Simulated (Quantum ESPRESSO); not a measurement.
# Collinear magnetic orders of CrSiTe3 with Quantum ESPRESSO

Aim: find out which collinear order of CrSiTe3 costs least.

Calculated with Quantum ESPRESSO 7.5; PBEsol; plane waves with GBRV 1.5 PBEsol potentials, no spin-orbit coupling.

## 1. The structure

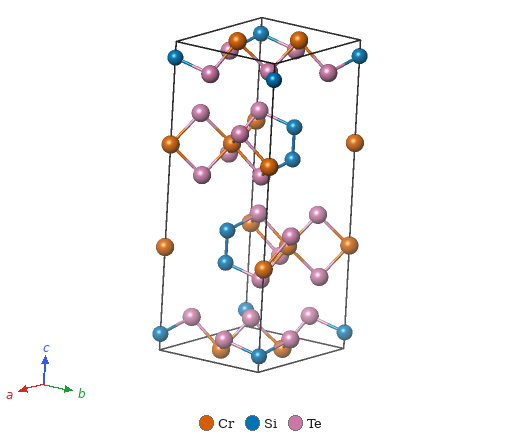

The starting structure, seen from a free direction (chromium orange, silicon blue, tellurium pink). This picture shows the conventional cell, with its axes. Bonds to atoms that aren't drawn are left out. Some periodic images of atoms are drawn too.

Structure file:

```cif
data_structure
_symmetry_space_group_name_H-M 'R-3:H'
_symmetry_Int_Tables_number 148
_cell_length_a 6.8305
_cell_length_b 6.8305
_cell_length_c 21.7730
_cell_angle_alpha 90.000
_cell_angle_beta 90.000
_cell_angle_gamma 120.000
_cell_volume 879.75
loop_
_atom_site_label
_atom_site_type_symbol
_atom_site_symmetry_multiplicity
_atom_site_Wyckoff_symbol
_atom_site_fract_x
_atom_site_fract_y
_atom_site_fract_z
_atom_site_occupancy
Cr1 Cr 6 c 0.33333 0.66667 0.00048 1
Si1 Si 6 c 0.66667 0.33333 0.28113 1
Te1 Te 18 f 0.30645 0.97499 0.25381 1
```

The cell comes from Materials Project 2023-11-01, a database of computed structures, and need not be the stable phase.

## 2. Run 1, typed as ferro ++

The signs are those of the starting moments on the seeded atoms, the atoms that are given a moment.

File pw.in:

```
&CONTROL
  calculation = 'scf'
  prefix = 'pwscf'
  outdir = './tmp'
  pseudo_dir = './pseudo'
  disk_io = 'nowf'
/
&SYSTEM
  ibrav = 0
  celldm(1) = 8
  nat = 10
  ntyp = 3
  ecutwfc = 40
  ecutrho = 280
  nbnd = 52
  occupations = 'smearing'
  smearing = 'fd'
  degauss = 0.00367493
  nspin = 2
  starting_magnetization(1) = 0.2143
  starting_magnetization(2) = 0
  starting_magnetization(3) = 0
/
&ELECTRONS
  conv_thr = 2d-08
  electron_maxstep = 150
  mixing_beta = 0.3
/
ATOMIC_SPECIES
Cr     51.9961 cr_pbesol_v1.5.uspp.F.UPF
Si     28.0850 si_pbesol_v1.uspp.F.UPF
Te    127.6000 te_pbesol_v1.uspp.F.UPF
CELL_PARAMETERS alat
   0.8067385939986    0.4657707444155    1.7143779670744
  -0.8067385939986    0.4657707444155    1.7143779670744
   0.0000000000000   -0.9315414888310    1.7143779670744
ATOMIC_POSITIONS crystal
Cr      0.6661873000    0.6661873000    0.6661873000
Cr      0.3338127000    0.3338127000    0.3338127000
Si      0.0522024200    0.0522024200    0.0522024200
Si      0.9477975800    0.9477975800    0.9477975800
Te      0.7211835100    0.0776504400    0.4397477900
Te      0.4397477900    0.7211835100    0.0776504400
Te      0.0776504400    0.4397477900    0.7211835100
Te      0.9223495600    0.5602522100    0.2788164900
Te      0.5602522100    0.2788164900    0.9223495600
Te      0.2788164900    0.9223495600    0.5602522100
K_POINTS automatic
6 6 6 0 0 0
```

Command:

```sh
$ OMP_NUM_THREADS=1 mpirun -n 4 pw.x -nk 4 -in pw.in > pw.out
```

The log of the run:

```text
Program PWSCF v.7.5 starts

     Message from routine setup:
     using ibrav=0 with symmetry is DISCOURAGED, use correct ibrav instead

     K-points division:     npool     =       4
     Subspace diagonalization in iterative solution of the eigenvalue problem:

     G-vector sticks info
     --------------------
     sticks:   dense  smooth     PW     G-vecs:    dense   smooth      PW
     Sum        4089    2337    663               156649    67585   10439

     Using Slab Decomposition

     bravais-lattice index     =            0
     lattice parameter (alat)  =       8.0000  a.u.
     unit-cell volume          =    1978.9409 (a.u.)^3
     number of atoms/cell      =           10
     number of atomic types    =            3
     number of electrons       =        72.00
     number of Kohn-Sham states=           52
     kinetic-energy cutoff     =      40.0000  Ry
     charge density cutoff     =     280.0000  Ry
     scf convergence threshold =      2.0E-08
     mixing beta               =       0.3000
     number of iterations used =            8  plain     mixing
     Exchange-correlation= SLA  PW   PSX  PSC
                           (   1   4  10   8   0   0   0)

     celldm(1)=   8.000000  celldm(2)=   0.000000  celldm(3)=   0.000000
     celldm(4)=   0.000000  celldm(5)=   0.000000  celldm(6)=   0.000000

     crystal axes: (cart. coord. in units of alat)
               a(1) = (   0.806739   0.465771   1.714378 )
               a(2) = (  -0.806739   0.465771   1.714378 )
               a(3) = (   0.000000  -0.931541   1.714378 )

     reciprocal axes: (cart. coord. in units 2 pi/alat)
               b(1) = (  0.619779  0.357830  0.194434 )
               b(2) = ( -0.619779  0.357830  0.194434 )
               b(3) = ( -0.000000 -0.715660  0.194434 )

     PseudoPot. # 1 for Cr read from file:
     cr_pbesol_v1.5.uspp.F.UPF
     Pseudo is Ultrasoft + core correction, Zval = 14.0
     Generated by new atomic code, or converted to UPF format
     Using radial grid of  857 points,  6 beta functions with:
                l(1) =   0
                l(2) =   0
                l(3) =   1
                l(4) =   1
                l(5) =   2
                l(6) =   2
     Q(r) pseudized with  8 coefficients,  rinner =    0.950   0.950   0.950
                                                       0.950   0.950

     PseudoPot. # 2 for Si read from file:
     si_pbesol_v1.uspp.F.UPF
     Pseudo is Ultrasoft + core correction, Zval =  4.0
     Generated by new atomic code, or converted to UPF format
     Using radial grid of  899 points,  6 beta functions with:
                l(1) =   0
                l(2) =   0
                l(3) =   1
                l(4) =   1
                l(5) =   2
                l(6) =   2
     Q(r) pseudized with  8 coefficients,  rinner =    0.900   0.900   0.900
                                                       0.900   0.900

     PseudoPot. # 3 for Te read from file:
     te_pbesol_v1.uspp.F.UPF
     Pseudo is Ultrasoft + core correction, Zval =  6.0
     Generated by new atomic code, or converted to UPF format
     Using radial grid of  891 points,  5 beta functions with:
                l(1) =   0
                l(2) =   0
                l(3) =   1
                l(4) =   1
                l(5) =   2
     Q(r) pseudized with  6 coefficients,  rinner =    1.800   1.800   1.800
                                                       1.800   1.800

     atomic species   valence    mass     pseudopotential
     Cr               14.00    51.99610     Cr( 1.00)
     Si                4.00    28.08500     Si( 1.00)
     Te                6.00   127.60000     Te( 1.00)

     Starting magnetic structure
     atomic species   magnetization
     Cr              0.214
     Si              0.000
     Te              0.000

      6 Sym. Ops., with inversion, found

   Cartesian axes

     site n.     atom                  positions (alat units)
         1        Cr     tau(   1) = (  -0.0000000  -0.0000000   3.4262905  )
         2        Cr     tau(   2) = (   0.0000000  -0.0000000   1.7168434  )
         3        Si     tau(   3) = (  -0.0000000   0.0000000   0.2684840  )
         4        Si     tau(   4) = (  -0.0000000  -0.0000000   4.8746499  )
         5        Te     tau(   5) = (   0.5191630  -0.0375698   2.1233972  )
         6        Te     tau(   6) = (  -0.2270451   0.4683932   2.1233972  )
         7        Te     tau(   7) = (  -0.2921179  -0.4308234   2.1233972  )
         8        Te     tau(   8) = (   0.2921179   0.4308234   3.0197367  )
         9        Te     tau(   9) = (   0.2270451  -0.4683932   3.0197367  )
        10        Te     tau(  10) = (  -0.5191630   0.0375698   3.0197367  )

     number of k points=    40  Fermi-Dirac smearing, width (Ry)=  0.0037
                       cart. coord. in units 2pi/alat
        k(    1) = (   0.0000000   0.0000000   0.0000000), wk =   0.0046296
        k(    2) = (  -0.0000000  -0.1192766   0.0324057), wk =   0.0277778
        k(    3) = (  -0.0000000  -0.2385532   0.0648113), wk =   0.0277778
        k(    4) = (   0.0000000   0.3578298  -0.0972170), wk =   0.0138889
        k(    5) = (  -0.1032966  -0.0596383   0.0648113), wk =   0.0277778
        [... 35 further k-points ...]

     Dense  grid:   156649 G-vectors     FFT dimensions: (  90,  90,  90)

     Smooth grid:    67585 G-vectors     FFT dimensions: (  64,  64,  64)

     Generating pointlists ...
     new r_m :   0.2722 (alat units)  2.1774 (a.u.) for type    1
     new r_m :   0.2215 (alat units)  1.7720 (a.u.) for type    2
     new r_m :   0.2461 (alat units)  1.9684 (a.u.) for type    3

     Initial potential from superposition of free atoms

     starting charge      69.9975, renormalised to      72.0000

     negative rho (up, down):  9.520E-04 6.140E-04
     Starting wfcs are   52 randomized atomic wfcs

     Self-consistent Calculation

     iteration #  1     ecut=    40.00 Ry     beta= 0.30
     Davidson diagonalization with overlap
     ethr =  1.00E-02,  avg # of iterations =  3.4

     negative rho (up, down):  4.028E-04 9.067E-04

     total energy              =    -527.92358582 Ry
     estimated scf accuracy    <       2.05120183 Ry

     total magnetization       =     5.96 Bohr mag/cell
     absolute magnetization    =     7.04 Bohr mag/cell

     iteration #  2     ecut=    40.00 Ry     beta= 0.30
     Davidson diagonalization with overlap
     ethr =  2.85E-03,  avg # of iterations =  2.5

     negative rho (up, down):  4.666E-04 1.015E-03

     total energy              =    -527.81524616 Ry
     estimated scf accuracy    <       8.08169518 Ry

     total magnetization       =     3.41 Bohr mag/cell
     absolute magnetization    =     3.87 Bohr mag/cell

     iteration #  3     ecut=    40.00 Ry     beta= 0.30
     Davidson diagonalization with overlap
     ethr =  2.85E-03,  avg # of iterations =  2.1

     negative rho (up, down):  7.612E-05 3.346E-03

     total energy              =    -528.55586383 Ry
     estimated scf accuracy    <       0.09889335 Ry

     total magnetization       =     6.00 Bohr mag/cell
     absolute magnetization    =     7.22 Bohr mag/cell

     [... further iterations left out ...]

     iteration # 10     ecut=    40.00 Ry     beta= 0.30
     Davidson diagonalization with overlap
     ethr =  6.66E-08,  avg # of iterations =  3.0

     negative rho (up, down):  0.000E+00 8.081E-03

     total energy              =    -528.58886755 Ry
     estimated scf accuracy    <       0.00000495 Ry

     total magnetization       =     6.00 Bohr mag/cell
     absolute magnetization    =     7.78 Bohr mag/cell

     iteration # 11     ecut=    40.00 Ry     beta= 0.30
     Davidson diagonalization with overlap
     ethr =  6.88E-09,  avg # of iterations =  3.4

     negative rho (up, down):  0.000E+00 8.089E-03

     total energy              =    -528.58887134 Ry
     estimated scf accuracy    <       0.00000213 Ry

     total magnetization       =     6.00 Bohr mag/cell
     absolute magnetization    =     7.80 Bohr mag/cell

     iteration # 12     ecut=    40.00 Ry     beta= 0.30
     Davidson diagonalization with overlap
     ethr =  2.96E-09,  avg # of iterations =  2.0

     negative rho (up, down):  0.000E+00 8.092E-03

     total energy              =    -528.58887218 Ry
     estimated scf accuracy    <       0.00000014 Ry

     total magnetization       =     6.00 Bohr mag/cell
     absolute magnetization    =     7.80 Bohr mag/cell

     iteration # 13     ecut=    40.00 Ry     beta= 0.30
     Davidson diagonalization with overlap
     ethr =  1.95E-10,  avg # of iterations =  3.7

     negative rho (up, down):  0.000E+00 8.093E-03

     Magnetic moment per site  (integrated on atomic sphere of radius R)
     atom   1 (R=0.272)  charge= 12.5388  magn=  3.1001
     atom   2 (R=0.272)  charge= 12.5388  magn=  3.1001
     atom   3 (R=0.221)  charge=  1.6156  magn=  0.0225
     atom   4 (R=0.221)  charge=  1.6156  magn=  0.0225
     atom   5 (R=0.246)  charge=  2.6741  magn= -0.0721
     atom   6 (R=0.246)  charge=  2.6741  magn= -0.0721
     atom   7 (R=0.246)  charge=  2.6741  magn= -0.0721
     atom   8 (R=0.246)  charge=  2.6741  magn= -0.0721
     atom   9 (R=0.246)  charge=  2.6741  magn= -0.0721
     atom  10 (R=0.246)  charge=  2.6741  magn= -0.0721

     End of self-consistent calculation

     [... lines left out ...]
     the Fermi energy is     5.9398 ev

!    total energy              =    -528.58887245 Ry
     estimated scf accuracy    <       0.00000001 Ry
     smearing contrib. (-TS)   =      -0.00002320 Ry
     internal energy E=F+TS    =    -528.58884925 Ry

     The total energy is F=E-TS. E is the sum of the following terms:
     one-electron contribution =    -348.21321991 Ry
     hartree contribution      =     197.00839389 Ry
     xc contribution           =    -139.18462186 Ry
     ewald contribution        =    -238.19940137 Ry

     total magnetization       =     6.00 Bohr mag/cell
     absolute magnetization    =     7.80 Bohr mag/cell

     convergence has been achieved in  13 iterations

=------------------------------------------------------------------------------=
   JOB DONE.
=------------------------------------------------------------------------------=
```

Wall time 6.1 min (4 MPI ranks of Intel Xeon at 2.70GHz, shared host); peak memory 1.9 GiB; 24 min of CPU time.

Spin moment in the atom's sphere by atom:

```tsv
atom	spin moment in the atom's sphere (μB)
Cr1	3.10
Cr2	3.10
Si3	0.02
Si4	0.02
Te5	-0.07
Te6	-0.07
Te7	-0.07
Te8	-0.07
Te9	-0.07
Te10	-0.07
```

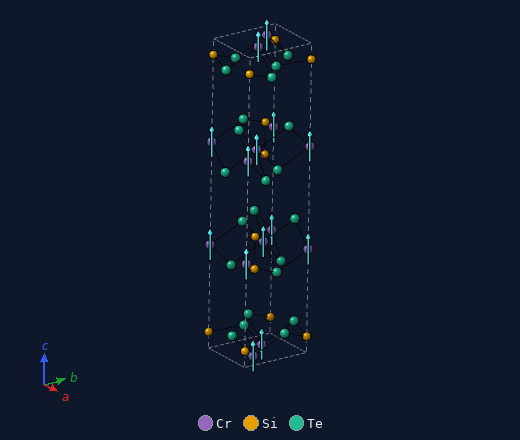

Spin moment in the atom's sphere as arrows, the longest 3.10 μB. Up and down stand for the sign. Arrows give size and sign along the axis of quantisation, drawn up and down the page. Bonds to atoms that aren't drawn are left out. Some periodic images of atoms are drawn too.

Read from the output:

* smearing term TS: 3.16e-4 eV
* net moment: 6 μB
* integrated |m|: 7.804 μB
* final state: ferromagnetic

(Continued in part 2 of 2.)

[Logs and program files are shortened in this print: banners, set-up blocks, solver, clock and traceback lines can be left out without a mark of their own.]

[Logs are printed without paths, hosts, clocks, repeated set-up lines and the standing remarks that a program may print on its own settings, such as how far it seeks lower states.]

[Hosts, paths, dates, database ids (printed as entryN), source tags and the programs' standing remarks are cut or masked in the printed files.]

[Where a cell is said to come from a database of computed structures, the database is the Materials Project.]
